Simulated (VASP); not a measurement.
Band structure of CsSnI3 (cubic perovskite). Calculation: optB86b-vdW, VASP's PBE PAW potentials (set 64) (plane waves; VASP 6.6.1).

Unless said otherwise, spin-orbit coupling is left out, though it shifts the bands of the heavy elements here.

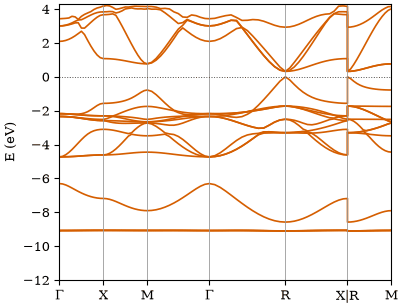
Figure: Bands along high-symmetry lines, zero at the valence-band maximum or, without a gap, the Fermi level

Task: Read the plot: is there a gap, and where are the band edges?

Result: The gap is direct, 0.32 eV, from the valence maximum at R to the conduction minimum at R. (Edges off the drawn lines would not show.)

The compound is CsSnI3 in the cubic perovskite structure, the ideal cubic form; the compound distorts at low or room temperature. It was relaxed first.
